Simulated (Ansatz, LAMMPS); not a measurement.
**Forces and charges in glassy 68GeO2-29SrO-3Gd2O3 (mol %) (105 atoms)**

What does DFT give for glassy 68GeO2-29SrO-3Gd2O3 (mol %) (105 atoms) as built?

Program: Ansatz 0.2.0. Level of theory: Kohn-Sham DFT, LDA, PAW (set soft_2), plane waves. Results are calculated unless marked as measured.

## 1. The structure

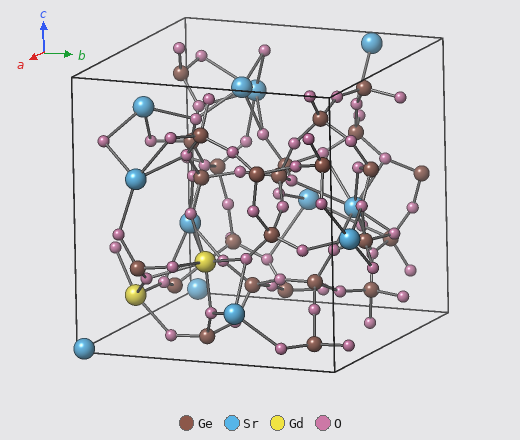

Start, viewed slightly off an axis; germanium brown, strontium blue, gadolinium yellow, oxygen pink. Bonds to atoms that aren't drawn are left out. Some periodic images of atoms are drawn too.

The cell holds 105 atoms: 26 Ge, 11 Sr, 2 Gd and 66 O. Its edges and angles: a = 12.257 Å, b = 12.257 Å, c = 12.257 Å, α = 90.0°, β = 90.0°, γ = 90.0°. 105 atoms (26 Ge, 11 Sr, 2 Gd, 66 O) placed at random at 3.81 g/cm³, melted at 4000 K for 10 ps at fixed volume with the Morse and Coulomb pair potential with partial charges (Pedone, Malavasi, Menziani, Cormack and Segre, J. Phys. Chem. B 110, 11780 (2006)). Quenched from 4000 K to 300 K at 20 K/ps and fixed volume, held 5 ps, then minimised at fixed cell.

What the set-up can't give: The quench rate of 20 K/ps far exceeds what a furnace or splat quench reaches, so expect more defects and frozen-in strain than in a real sample. The starting topology of bonds comes from the classical model, and needn't be the one that DFT or experiment would give. Without a Hubbard term or exact exchange, open shells on Gd are likely too delocalised. Sampling is at Γ alone, for a cell whose shortest periodic width is 12 Å. Spin–orbit coupling is left out, which matters for the levels of the heavy elements.

## 2. Making the structure

A classical potential supplies the starting structure, since it reaches far longer times than DFT.

This step: classical MD, Morse and Coulomb pair potential with partial charges (Pedone, Malavasi, Menziani, Cormack and Segre, J. Phys. Chem. B 110, 11780 (2006)) (LAMMPS 22 Jul 2025 - Update 4).

File in.lmp:

```
# melt-quench of Ge26Sr11Gd2O66
units metal
atom_style charge
boundary p p p
region box block 0 12.2568 0 12.2568 0 12.2568
create_box 4 box
mass 1 72.6300   # Ge
mass 2 87.6200   # Sr
mass 3 157.2500   # Gd
mass 4 15.9990   # O
create_atoms 1 random 26 600850 NULL overlap 1.5 maxtry 2000
create_atoms 2 random 11 600857 NULL overlap 1.5 maxtry 2000
create_atoms 3 random 2 600864 NULL overlap 1.5 maxtry 2000
create_atoms 4 random 66 600871 NULL overlap 1.5 maxtry 2000
pair_style hybrid/overlay pedone 5.5 coul/long 8.0
pair_coeff * * coul/long
pair_coeff 1 4 pedone 0.158118 2.294230 2.261313 5   # Ge-O
pair_coeff 2 4 pedone 0.019623 1.886000 3.328330 3   # Sr-O
pair_coeff 3 4 pedone 0.000132 2.013000 4.351589 3   # Gd-O
pair_coeff 4 4 pedone 0.042395 1.379316 3.618701 22   # O-O
set type 1 charge 2.4
set type 2 charge 1.2
set type 3 charge 1.8
set type 4 charge -1.2
kspace_style pppm 1.0e-4
neigh_modify delay 0 every 1 check yes
thermo_style custom step time temp pe press density
thermo_modify norm yes
timestep 0.002
thermo 100
min_style cg
minimize 1e-4 1e-4 200 2000
reset_timestep 0
velocity all create 4000 600851 mom yes dist gaussian
# [... 14 lines left out ...]
thermo 1250
fix md all nvt temp 300 300 0.2
run 2500 post no
unfix md
thermo 100
min_style cg
minimize 0 1e-3 2000 20000
write_dump all custom glass.dump id type xs ys zs modify sort id
```

Run with:

```sh
$ lmp -in in.lmp -log none -nocite
```

Numbers of over 12 decimals in the logs are rounded to 6 here.

What it wrote:

```text
LAMMPS (22 Jul 2025 - Update 4)
Created orthogonal box = (0 0 0) to (12.2568 12.2568 12.2568)
Created 26 atoms
Created 11 atoms
Created 2 atoms
Created 66 atoms
PPPM initialization ...
  G vector (1/distance) = 0.37147155
  grid = 12 12 12
  estimated relative force accuracy = 8.8654849e-05
   Step          Time           Temp          PotEng         Press         Density
         0   0              0             -0.63940402     501272.76      3.8080374
        97   0.194          0             -13.956189     -10976.821      3.8080374
Loop time of 0.0527132 s on 1 MPI rank(s) for 97 steps with 105 atoms
Minimization stats:
  Stopping criterion = energy tolerance
  Energy initial, next-to-last, final =
    -0.639404022167024  -13.9550643602198  -13.9561892501343
  Force two-norm initial, final = 266.50908 2.2647264
  Iterations, force evaluations = 97 127
   Step          Time           Temp          PotEng         Press         Density
[... 12 lines left out ...]
[... 1 line left out ...]
Loop time of 1.77697 s on 1 MPI rank(s) for 5000 steps with 105 atoms
   Step          Time           Temp          PotEng         Press         Density
[... 12 lines left out ...]
Loop time of 31.3983 s on 1 MPI rank(s) for 92500 steps with 105 atoms
   Step          Time           Temp          PotEng         Press         Density
[... 2 lines left out ...]
    100000   200            319.80922     -14.126644     -9972.6501      3.8080374
    101000   202            341.48581     -14.124968     -12699.025      3.8080374
Loop time of 0.777728 s on 1 MPI rank(s) for 2500 steps with 105 atoms
   Step          Time           Temp          PotEng         Press         Density
    101000   202            341.48581     -14.124968     -12699.025      3.8080374
    101025   202.05         341.48581     -14.164294     -12862.663      3.8080374
Loop time of 0.030966 s on 1 MPI rank(s) for 25 steps with 105 atoms
Minimization stats:
  Stopping criterion = linesearch alpha is zero
  Energy initial, next-to-last, final =
     -14.1249680859601  -14.1642941962554  -14.1642941962554
  Force two-norm initial, final = 13.70245 0.4194517
  Iterations, force evaluations = 25 83
```

Wall time 34 s (1 thread of Arm Neoverse V2, shared host); peak memory 0.07 GiB.

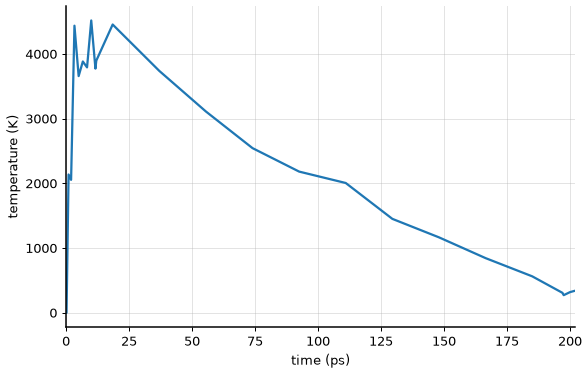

Temperature, plotted against time.

## 3. Plane-wave single point

The electrons are solved once, with the atoms held.

File input.yaml:

```yaml
crystal:
  lattice:
    - [12.2568, 0.0, 0.0]
    - [0.0, 12.2568, 0.0]
    - [0.0, 0.0, 12.2568]
  atoms:
    - { symbol: Ge, position: [0.17358, 0.24654, 0.24004] }
    - { symbol: Ge, position: [0.08804, 0.94611, 0.5225] }
    - { symbol: Ge, position: [0.89625, 0.92327, 0.72681] }
    - { symbol: Ge, position: [0.3181, 0.52127, 0.56893] }
    - { symbol: Ge, position: [0.43395, 0.20825, 0.6597] }
    - { symbol: Ge, position: [0.57652, 0.77519, 0.81521] }
    - { symbol: Ge, position: [0.52186, 0.94299, 0.6312] }
    - { symbol: Ge, position: [0.49605, 0.46244, 0.16817] }
    - { symbol: Ge, position: [0.22241, 0.46752, 0.09028] }
    - { symbol: Ge, position: [0.30538, 0.83851, 0.13763] }
    - { symbol: Ge, position: [0.56348, 0.93303, 0.37937] }
    - { symbol: Ge, position: [0.1595, 0.72576, 0.67124] }
    - { symbol: Ge, position: [0.31204, 0.82857, 0.87318] }
    - { symbol: Ge, position: [0.54854, 0.72864, 0.21038] }
    - { symbol: Ge, position: [0.78626, 0.6706, 0.42995] }
    - { symbol: Ge, position: [0.69042, 0.36883, 0.01704] }
    - { symbol: Ge, position: [0.28164, 0.10475, 0.86667] }
    - { symbol: Ge, position: [0.65224, 0.34148, 0.58446] }
    - { symbol: Ge, position: [0.19953, 0.20289, 0.51623] }
    - { symbol: Ge, position: [0.74674, 0.81019, 0.03344] }
    - { symbol: Ge, position: [0.89115, 0.66382, 0.67259] }
    - { symbol: Ge, position: [0.81942, 0.41626, 0.77995] }
    - { symbol: Ge, position: [0.93596, 0.21393, 0.3055] }
    - { symbol: Ge, position: [0.37928, 0.10757, 0.11473] }
    - { symbol: Ge, position: [0.57053, 0.60735, 0.5937] }
    - { symbol: Ge, position: [0.08041, 0.81749, 0.27444] }
    - { symbol: Sr, position: [0.05383, 0.74726, 0.97417] }
    - { symbol: Sr, position: [0.46026, 0.20885, 0.36845] }
    - { symbol: Sr, position: [0.65885, 0.12494, 0.82758] }
    - { symbol: Sr, position: [0.41998, 0.40232, 0.86799] }
    - { symbol: Sr, position: [0.07514, 0.4997, 0.39154] }
    - { symbol: Sr, position: [0.1487, 0.33491, 0.79231] }
    - { symbol: Sr, position: [0.92377, 0.2077, 0.6275] }
    - { symbol: Sr, position: [0.81287, 0.9848, 0.44389] }
    - { symbol: Sr, position: [0.999, 0.02752, 0.0129] }
    - { symbol: Sr, position: [0.91768, 0.57752, 0.16279] }
    - { symbol: Sr, position: [0.33411, 0.79288, 0.44083] }
    - { symbol: Gd, position: [0.74752, 0.39273, 0.30217], spin: -7.0 }
    - { symbol: Gd, position: [0.69074, 0.09409, 0.14655], spin: 7.0 }
    - { symbol: O, position: [0.03849, 0.68869, 0.3022] }
    - { symbol: O, position: [0.59001, 0.89801, 0.74612] }
    - { symbol: O, position: [0.33439, 0.4427, 0.68115] }
    - { symbol: O, position: [0.15794, 0.06635, 0.53039] }
    - { symbol: O, position: [0.76617, 0.41968, 0.12181] }
    - { symbol: O, position: [0.74025, 0.41573, 0.8949] }
    - { symbol: O, position: [0.15049, 0.12669, 0.90292] }
    - { symbol: O, position: [0.97164, 0.94889, 0.60417] }
    - { symbol: O, position: [0.81456, 0.19278, 0.24085] }
    - { symbol: O, position: [0.54796, 0.37291, 0.26144] }
    - { symbol: O, position: [0.97662, 0.90619, 0.83837] }
    - { symbol: O, position: [0.11378, 0.27779, 0.59407] }
    - { symbol: O, position: [0.43803, 0.99133, 0.38278] }
    - { symbol: O, position: [0.42374, 0.85001, 0.60947] }
    - { symbol: O, position: [0.54124, 0.80176, 0.33158] }
    - { symbol: O, position: [0.83937, 0.54865, 0.73339] }
    - { symbol: O, position: [0.31888, 0.18781, 0.7611] }
    - { symbol: O, position: [0.94167, 0.35443, 0.79292] }
    - { symbol: O, position: [0.43819, 0.59634, 0.5466] }
    - { symbol: O, position: [0.26131, 0.81133, 0.00554] }
    - { symbol: O, position: [0.42665, 0.77151, 0.15298] }
    - { symbol: O, position: [0.75128, 0.32924, 0.68709] }
    - { symbol: O, position: [0.36355, 0.13617, 0.9782] }
    - { symbol: O, position: [0.06972, 0.90051, 0.39024] }
    - { symbol: O, position: [0.13756, 0.57698, 0.08301] }
    - { symbol: O, position: [0.30527, 0.96627, 0.84781] }
    - { symbol: O, position: [0.22338, 0.75908, 0.79075] }
    - { symbol: O, position: [0.93756, 0.14253, 0.42424] }
    - { symbol: O, position: [0.50865, 0.12395, 0.15619] }
    - { symbol: O, position: [0.65581, 0.00322, 0.30572] }
    - { symbol: O, position: [0.54038, 0.58982, 0.20795] }
    - { symbol: O, position: [0.28962, 0.18787, 0.18763] }
    - { symbol: O, position: [0.88023, 0.64242, 0.53434] }
    - { symbol: O, position: [0.2392, 0.41276, 0.96334] }
    - { symbol: O, position: [0.48156, 0.07144, 0.66101] }
    - { symbol: O, position: [0.94358, 0.35262, 0.32357] }
    - { symbol: O, position: [0.15507, 0.83576, 0.58267] }
    - { symbol: O, position: [0.85988, 0.731, 0.03531] }
    - { symbol: O, position: [0.78721, 0.56985, 0.33485] }
    [... 21 atom lines left out ...]
    - { symbol: O, position: [0.81938, 0.03863, 0.73075] }
    - { symbol: O, position: [0.72803, 0.33101, 0.46868] }
    - { symbol: O, position: [0.33468, 0.21319, 0.55056] }
    - { symbol: O, position: [0.22491, 0.62492, 0.60187] }
    - { symbol: O, position: [0.69148, 0.22933, 0.01026] }
    - { symbol: O, position: [0.33481, 0.97513, 0.12948] }
magnetization:
  spin_polarized: true
kpoints:
  mp_grid: { grid: [1, 1, 1] }
hamiltonian:
  xc: lda
scf:
  occupations: { method: fermi_dirac, width: 0.025 }
output:
  forces: true
  stress: true
  populations: true
  dos:
    method: { smearing: { sigma: 0.08 } }
    de: 0.1
    projected: { site_lists: { Gd: [Gd], Ge: [Ge], O: [O], Sr: [Sr] } }
  eigenvalues: true
  write_density: true
  write_potential: true
  volumetric_format: npy
```

Run with:

```sh
$ ansatz run input.yaml --threads 8 --pin off --max-ram 15872MiB --backend cpu --events-out ev --progress --plain --runs-dir out
```

What it wrote:

```text
Gd: projections on atomic orbitals take those of the free atom [Kr 4d10] 4f7 5s2 5p6 5d1 6s2, of charge +0.00 (hamiltonian.pseudopotentials.projection_atoms); the dataset's partial waves leave at most 2.5e-4 of an orbital's norm unspanned inside its sphere
Engine: ansatz 0.2.0, aarch64-unknown-linux-gnu
Pseudopotentials: kind: paw
Pseudopotential: Ge, paw, valence charge 14, recommended cutoff 420 eV (normal), Ge.paw.azcp
Pseudopotential: Sr, paw, valence charge 10, recommended cutoff 420 eV (normal), Sr.paw.azcp
Pseudopotential: Gd, paw, valence charge 18, recommended cutoff 420 eV (normal), Gd.paw.azcp
Pseudopotential: O, paw, valence charge 6, recommended cutoff 420 eV (normal), O.paw.azcp
[... 3 lines on functional and potentials left out ...]
Crystal: 105 atoms, lattice volume = 1841.329 Å³
Basis set: ecut = 420 eV, 36041 PW (Γ)
Bands: 565, of which v1, the nominal top of the filled ones, is band 453 counted from 1 (452 counted from 0)
Symmetry: 1 space group operations
Space group: P1 (ITA 1), of the structure as read, at distance tolerance 1.2e-4 Å
Magnetic group: BNS 1.1 (UNI 1), of the structure as read, at distance tolerance 1.2e-4 Å
k-points: 1
[... 13 lines on functional and potentials left out ...]
Initial density: superposition of atomic densities (chi_scale 0.1, normalization cell, long waves 25 % of neutral atoms (reshape's long-wave potential 1.25 eV rms, cloud 2.62 Å wide))
Starting moments: Σ|m| = 14 μB on 2 of 105 sites
Starting magnetic order: compensated ferrimagnet; no operation exchanges its spin sublattices
Initial wavefunctions: pseudopotential atomic-orbital guess
Functional: x = slater, c = lda
SCF iter   1: F=—  HF=-202561.990712 eV  |F-HF|=—  |Δ(HF+E_count)|=         —  Δρ=1.29e-1 (↑1.29e-1 ↓1.29e-1)  dr2=1.94e3  dr2_m=5.53e1  M=-0.002 μB ∫|m|=1.616 μB  β_m=0.02  ethr=3.10e-3  ⟨swp⟩=7.0  Hψ=4855  notcnv=0  defer=152
Mixer restart at iter 1: flushing history
preconditioner: auto → Kerker (q_TF=auto, 2.424 Å⁻¹)  [metal: Δε(μ)=0.007 eV  Ē_g=17.634 eV  σ=0.025 eV  W_gap=0.07  n_scr=460 (ndim 8)  ℏωp=25.6 eV  f_vac=0.113  D(μ)=41.32/eV (n_scr^D=250)]
spin=Collinear: Kerker preconditioning applied to the charge; magnetization (m = ρ↑ − ρ↓) channel mixes plain (no charge-response kernel on spin).
SCF iter   2: F=—  HF=-202530.255606 eV  |F-HF|=—  |Δ(HF+E_count)|=    3.17e1  Δρ=1.24e-1 (↑1.24e-1 ↓1.24e-1)  dr2=1.79e3  dr2_m=5.21e1  M=0.004 μB ∫|m|=1.363 μB  β_m=0.02  ethr=3.10e-3  ⟨swp⟩=3.0  Hψ=2211  notcnv=0  defer=197
Mixer restart at iter 2: flushing history
SCF iter   3: F=—  HF=-202502.049970 eV  |F-HF|=—  |Δ(HF+E_count)|=    2.82e1  Δρ=1.18e-1 (↑1.18e-1 ↓1.18e-1)  dr2=1.65e3  dr2_m=4.87e1  M=-0.007 μB ∫|m|=1.198 μB  β_m=0.03  ethr=3.10e-3  ⟨swp⟩=3.0  Hψ=2197  notcnv=0  defer=197
Mixer restart at iter 3: flushing history
SCF iter   4: F=—  HF=-202477.184971 eV  |F-HF|=—  |Δ(HF+E_count)|=    2.49e1  Δρ=1.12e-1 (↑1.12e-1 ↓1.12e-1)  dr2=1.53e3  dr2_m=4.51e1  M=-0.028 μB ∫|m|=1.101 μB  β_m=0.03  ethr=3.10e-3  ⟨swp⟩=3.0  Hψ=1598  notcnv=0  defer=200
Mixer restart at iter 4: flushing history
SCF iter   5: F=—  HF=-202464.340185 eV  |F-HF|=—  |Δ(HF+E_count)|=    1.28e1  Δρ=6.11e-2 (↑6.09e-2 ↓6.11e-2)  dr2=1.01e2  dr2_m=4.46e1  M=-0.002 μB ∫|m|=14.383 μB  β_m=0.08  ethr=3.10e-3  ⟨swp⟩=4.0  Hψ=1680  notcnv=0  defer=200
Mixer restart at iter 5: flushing history
[...]
spin-set hold released at iteration 15 (site moments' squared step at or under half its running peak, from the soft ceiling on): the magnetisation degrees of freedom join the quasi-Newton model from the next iteration; the mixer history was flushed
[...]
SCF iter  69: F=—  HF=-202429.293287 eV  |F-HF|=—  |Δ(HF+E_count)|=   4.35e-3  Δρ=1.07e-5 (↑1.07e-5 ↓9.72e-6)  dr2=9.70e-6  dr2_m=9.58e-8  M=14.000 μB ∫|m|=14.050 μB  β_m=0.73  ethr=4.44e-9  ⟨swp⟩=2.5  Hψ=1965  notcnv=0  defer=211
SCF iter  70: F=—  HF=-202429.293290 eV  |F-HF|=—  |Δ(HF+E_count)|=   3.30e-6  Δρ=5.85e-6 (↑5.62e-6 ↓5.85e-6)  dr2=2.57e-6  dr2_m=5.69e-9  M=14.000 μB ∫|m|=14.050 μB  β_m=0.63  ethr=1.07e-9  ⟨swp⟩=2.5  Hψ=1883  notcnv=0  defer=211
SCF iter  71: F=—  HF=-202429.293290 eV  |F-HF|=—  |Δ(HF+E_count)|=   1.21e-7  Δρ=2.84e-6 (↑2.78e-6 ↓2.84e-6)  dr2=6.20e-7  dr2_m=2.20e-9  M=14.000 μB ∫|m|=14.050 μB  β_m=0.56  ethr=2.83e-10  ⟨swp⟩=2.5  Hψ=1936  notcnv=0  defer=211
SCF iter  72: F=-202429.293290 eV  HF=-202429.293290 eV  |F-HF|=8.43e-8  |Δ(HF+E_count)|=   4.90e-8  Δρ=7.43e-7 (↑7.43e-7 ↓7.25e-7)  dr2=6.81e-8  dr2_m=1.99e-9  M=14.000 μB ∫|m|=14.050 μB  ethr=1.10e-11  ⟨swp⟩=22.5  Hψ=12757  notcnv=0
SCF 1 converged in 72 iterations: F = -202429.293290 eV  dr2 = 6.81e-8
[...]
WARN: the starting moments were not kept: 1 of 2 ended reversed and 1 kept their direction, counting a site from 0.1 of the cell's largest site moment. The largest reversed, site 37 (counted from 0, in the order of the report's site_moments_mub), [...]
SCF converged after 72 iterations
Magnetization: 14.0000 μB (460.0000 up, 446.0000 down)
Absolute magnetization: 14.0513 μB (∫|ρ↑−ρ↓|, with the PAW one-centre terms)
Spin contamination: 0.0139 ħ² per cell (⟨S²⟩ above its minimum at these occupations)
Per-site moments (μB) at R_I (Å): [(2.068574294934508e-5, 0.707867), (3.841804845971539e-7, 0.704317), (1.6527762751958132e-7, 0.700510), (3.9515102175943204e-7, 0.691892), (2.1767755696838117e-5, 0.732419), [...]
Free energy (F): -202429.293290 eV
Harris-Foulkes:  -202429.293290 eV  (|F-HF|=8.43e-8)
Internal energy: -202429.293290 eV  (E = F + TS)
E sigma→0 (E₀):  -202429.293290 eV
Fermi energy:    5.050086 eV
--- Per-component energies (eV) ---
  E_band       = -8523.015804
  E_kinetic    = 17901.169364
  E_local      = -134104.096688  (includes V_loc(G=0)·N_el)
  E_nonlocal   = 17344.381799
  E_hartree    = 56039.920605
  E_xc         = -9024.372769
  E_vxc        = -10054.710495  (∫ρ·V_xc dr)
  E_paw        = -101451.244344  (= ΣΔE_a)
  E_vpaw       = -11689.792883  (= ΣTr[D̂ρ^β])
  E_aug_tail   = 0.176053  (compensation charges beyond the density's cutoff)
  E_ewald      = -49197.034166
  E_core_change = 61.806856  (= ΣΔE_core)
  E_smearing   = -0.000000  (= −TS)
  E_closure    = 0.000000  (closes the sum)
  Σ components = -202429.293290   (vs F -202429.293290, Δ=0.00e0)
--- Forces (eV/Å), atoms counted from 1 ---
  atom   1  Ge    -0.11562470    -0.38196544    -0.23709779
  atom   2  Ge    -0.13356535    -0.29418777     0.43663983
  atom   3  Ge     0.88705224    -0.88446752     0.78693289
  atom   4  Ge     0.75197020    -1.23092034     0.58054900
  atom   5  Ge     0.88803660    -0.16412123     1.03977140
  atom   6  Ge    -0.67871802     0.69586165    -1.03432192
  atom   7  Ge    -1.77347167    -1.55133415    -1.06627553
  atom   8  Ge    -0.31324257    -0.25190194    -0.00094354
  atom   9  Ge     0.74472398    -0.08391963    -1.11973983
  atom  10  Ge     1.10063955     0.94751961     0.30879839
  atom  11  Ge    -1.65363226     0.51508776     0.08781875
  atom  12  Ge    -0.31744728     0.26841770    -0.67655483
  atom  13  Ge     1.69440566     1.64483550    -0.35490940
  atom  14  Ge    -0.34148379     0.82779855    -0.51392102
[...]
atom 104  O     -0.13567575    -1.86866518    -0.25821471
  atom 105  O     -0.47602621    -0.11314467     0.19110152
  max |Σ_I F_I| component: 8.12e-5 eV/Å
--- Stress (GPa, compression-positive) ---
       -2.795200      -0.060969       0.265031
       -0.060969      -3.218258      -0.075602
        0.265031      -0.075602      -2.879504
  P = ⅓ Tr σ = -2.9643 GPa (-29.643 kbar)
--- Band table (eV) ---
  k-point 0 ↑: bands = ["-39.4590", "-38.9918", "-30.4868", "-30.0844", [... 549 levels ...], "11.4238", "11.4422", "11.4846", "11.4999", "11.5739", "11.6303", "11.6523", "11.7105", "11.7281", "11.7535", "11.7824", "11.8011"]
  k-point 0 ↓: bands = ["-36.5659", "-36.1040", "-30.4868", "-30.0842", [... 549 levels ...], "11.4752", "11.5081", "11.5152", "11.5584", "11.6286", "11.6727", "11.6806", "11.7517", "11.7625", "11.8027", "11.8152", "11.8504"]
--- Löwdin populations: 105 sites ---
  site symbol       q [e]    m [muB]
     0     Ge     12.4430     0.0001
     1     Ge     12.4717     0.0000
     2     Ge     12.5415     0.0000
[...]
104      O      6.7705     0.0002
  spilling = 0.006975 (of n_electrons = 906.000000)
```

Elapsed: 3.2 min, on 8 threads of Arm Neoverse V2, shared host; peak memory 4.9 GiB; 25 min of CPU time.

In the SCF lines HF is the Harris–Foulkes energy and dr2 the Hartree energy of the density residual, in eV; the loop may stop once dr2 is under the threshold and the program's other checks hold. Hψ counts applications of the Hamiltonian.

The program notes that starting moments were not kept and the stability of the SCF solution was not settled.

Numbers from this run:

| Quantity | Value |
| --- | --- |
| free energy | -202429.2933 eV |
| free energy per atom | -1927.8980 eV/atom |
| SCF cycles | 72 |
| pressure | -2.964 GPa |
| r.m.s. force component | 0.8431 eV/Å |
| longest force | 2.662 eV/Å |
| Fermi energy | 5.05 eV |
| gap (highest filled to lowest empty level) | 1.625 eV |
| total moment | 14 μB |
| absolute moment | 14.05 μB |
| spilling of the projection | 0.006975 |

Length of the force by element:

```csv
element,coordination,atoms,mean length of the force (eV/Å),spread,least,most
Gd,all,2,0.702,0.138,0.564,0.839
Ge,all,26,1.22,0.556,0.402,2.59
O,all,66,1.50,0.543,0.469,2.66
Sr,all,11,0.744,0.403,0.162,1.62
```

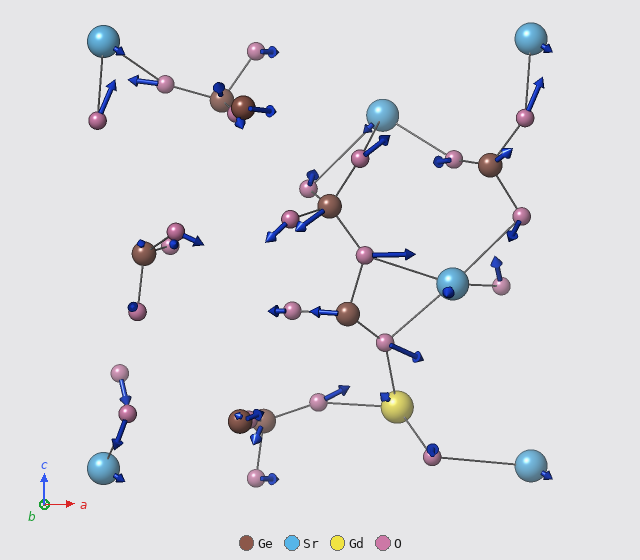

Forces as arrows; the longest in the cell is 2.66 eV/Å. Drawn is a slice 4 Å thick, seen along the normal of the ac plane. Bonds to atoms that aren't drawn are left out.

(Part 1 of 2 ends here.)

[Logs are printed without paths, hosts, clocks, repeated set-up lines and the standing remarks that a program may print on its own settings, such as how far it seeks lower states.]

[Hosts, paths, dates, database ids (printed as entryN), source tags and the programs' standing remarks are cut or masked in the printed files.]
